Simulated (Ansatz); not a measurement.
# CH2BClSi: a changed input and its effect

System: CH2BClSi, SMILES [SiH]#CBCl.
Method of run A: RKS PBE-D4/def2-TZVPP (Ansatz 0.2.0).

The geometry: displaced from a GFN2-xTB structure. Text and figures count atoms from 1; the logs count them from 0 in places.

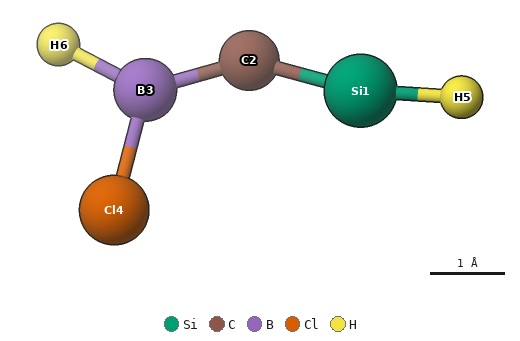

Figure 1. The structure as given in the input (ball-and-stick view, seen at a tilt; atoms are numbered from 1 in the order of the input). Bond lengths as drawn: B–C 1.48 Å, B–Cl 1.73 Å, B–H 1.39 Å, C–Si 1.66 Å and H–Si 1.39 Å.

**The input, run A**
```yaml
crystal:
  periodic: [false, false, false]
  atoms:
    - {symbol: Si, position_ang: [-0.978400, 1.207800, -0.972400]}
    - {symbol: C, position_ang: [0.063900, 0.662100, 0.196400]}
    - {symbol: B, position_ang: [0.787300, -0.527400, 0.685700]}
    - {symbol: Cl, position_ang: [0.237400, -2.112200, 0.250000]}
    - {symbol: H, position_ang: [-1.880100, 1.963500, -1.716100]}
    - {symbol: H, position_ang: [1.792500, -0.726100, 1.623300]}
basis:
  gaussian: {orbitals: def2-TZVPP}
hamiltonian: {xc: pbe, dispersion: d4}
output: {forces: true}
```

Hardware: 4 CPU threads, shared host.

**Output (run A)**
```
Functional definition: PBE
  parameter kappa = 0.804
  parameter beta = 0.06672455060314922
  exchange = pbe_x(kappa = kappa, mu = beta*pi^2/3)
  correlation = pbe_c(beta = beta)
1049 factors; their error is unknown
mean field evaluation 1: about -22109.4025 eV, gradient 9.0e1 eV
mean field evaluation 2: about -21941.0333 eV, gradient 1.9e2 eV
mean field evaluation 4: about -22129.3221 eV, gradient 2.8e1 eV
mean field evaluation 8: about -22132.3178 eV, gradient 8.7e-1 eV
mean field evaluation 16: about -22132.2916 eV, gradient 1.0e-3 eV
mean field -22132.29162819 eV, -813.3467155298 hartree, gradient 1.2e-5 eV, S^2 0.000000; 0 other end points of the search recorded, 0 dependent functions left out
the calculation of the forces begins
reference -22132.29166843 eV, -813.3467170087 hartree; 22, 22 occupied and 152, 152 virtual orbitals, 1049 factors
Total energy: -22132.44908637 eV, -813.3525020112 hartree
Atom 0 at    -0.978400     1.207800    -0.972400 Å, force     1.624294    -1.856627     1.476110 eV/Å
Atom 1 at     0.063900     0.662100     0.196400 Å, force    -0.512823     0.932249    -0.788724 eV/Å
Atom 2 at     0.787300    -0.527400     0.685700 Å, force     2.036968    -0.596923     2.376116 eV/Å
Atom 3 at     0.237400    -2.112200     0.250000 Å, force    -0.340036    -1.042515    -0.459177 eV/Å
Atom 4 at    -1.880100     1.963500    -1.716100 Å, force    -1.134784     1.497851    -0.888565 eV/Å
Atom 5 at     1.792500    -0.726100     1.623300 Å, force    -1.673620     1.065965    -1.715760 eV/Å
Dipole moment:    -0.479852     0.502042    -0.519469 e Å
```

For run B the input was changed thus:
```diff
-    - {symbol: Si, position_ang: [-0.978400, 1.207800, -0.972400]}
-    - {symbol: C, position_ang: [0.063900, 0.662100, 0.196400]}
-    - {symbol: B, position_ang: [0.787300, -0.527400, 0.685700]}
-    - {symbol: Cl, position_ang: [0.237400, -2.112200, 0.250000]}
-    - {symbol: H, position_ang: [-1.880100, 1.963500, -1.716100]}
-    - {symbol: H, position_ang: [1.792500, -0.726100, 1.623300]}
+    - {symbol: Si, position_ang: [-0.961500, 1.174500, -1.162000]}
+    - {symbol: C, position_ang: [0.165100, 0.531300, 0.350800]}
+    - {symbol: B, position_ang: [0.775700, -0.521100, 0.780500]}
+    - {symbol: Cl, position_ang: [0.233500, -2.275900, 0.332800]}
+    - {symbol: H, position_ang: [-1.848900, 1.905000, -1.865100]}
+    - {symbol: H, position_ang: [1.638200, -0.608300, 1.824800]}
```

What does this change do to the results?

With the same method and basis, run B lies 51.9 kcal/mol higher. The largest force goes from 3.186 to 14.483 eV/Å. The dipole moment goes from 4.17 to 5.07 D.

**Output (run B)**
```
Functional definition: PBE
  parameter kappa = 0.804
  parameter beta = 0.06672455060314922
  exchange = pbe_x(kappa = kappa, mu = beta*pi^2/3)
  correlation = pbe_c(beta = beta)
1049 factors; their error is unknown
mean field evaluation 1: about -22099.3316 eV, gradient 9.6e1 eV
mean field evaluation 2: about -21771.4682 eV, gradient 2.2e2 eV
mean field evaluation 4: about -22091.1608 eV, gradient 9.1e1 eV
mean field evaluation 8: about -22129.9730 eV, gradient 5.3e0 eV
mean field evaluation 16: about -22130.0482 eV, gradient 1.1e-3 eV
mean field -22130.04819382 eV, -813.2642708376 hartree, gradient 4.3e-5 eV, S^2 0.000000; 1 other end points of the search recorded, 0 dependent functions left out
the calculation of the forces begins
reference -22130.04823443 eV, -813.2642723298 hartree; 22, 22 occupied and 152, 152 virtual orbitals, 1049 factors
Total energy: -22130.19762764 eV, -813.2697624290 hartree
Atom 0 at    -0.961500     1.174500    -1.162000 Å, force     5.217369    -5.271199     5.648011 eV/Å
Atom 1 at     0.165100     0.531300     0.350800 Å, force    -7.236685    10.174846    -7.339541 eV/Å
Atom 2 at     0.775700    -0.521100     0.780500 Å, force     4.868256    -9.196220     4.713562 eV/Å
Atom 3 at     0.233500    -2.275900     0.332800 Å, force     0.562271     1.033229     0.121004 eV/Å
Atom 4 at    -1.848900     1.905000    -1.865100 Å, force    -2.052405     2.813850    -1.388161 eV/Å
Atom 5 at     1.638200    -0.608300     1.824800 Å, force    -1.358806     0.445494    -1.754874 eV/Å
Dipole moment:    -0.447191     0.754906    -0.585653 e Å
```

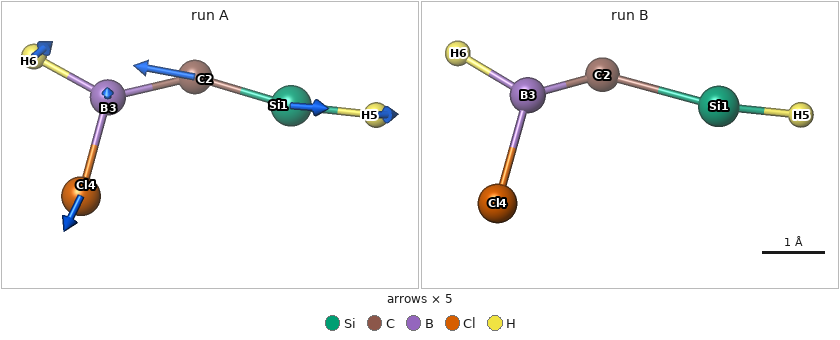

Figure 2. The two input geometries at one scale (ball-and-stick view, seen at a tilt). The blue arrows on the first give the shifts of the atoms after the best rigid fit, magnified 5 times. C2 moves most after the best rigid fit: 0.21 Å. Largest moves by element: C 0.21 Å, Si 0.14 Å, Cl 0.13 Å, H 0.10 Å, B 0.04 Å. Among the contacts that change: Si1–C2 1.658 → 1.993 Å, C2–B3 1.476 → 1.290 Å, B3–Cl4 1.733 → 1.890 Å, Si1–H5 1.392 → 1.347 Å.

**The two runs side by side**

| quantity | run A | run B |
| --- | --- | --- |
| outcome | converged | converged |
| total energy (hartree) | −813.352502 | −813.269762 |
| dipole moment (D) | 4.17 | 5.07 |
| largest force (eV/Å) | 3.186 | 14.483 |
| basis functions | 174 | 174 |
| wall time (shared host) | 1.3 s | 1.2 s |
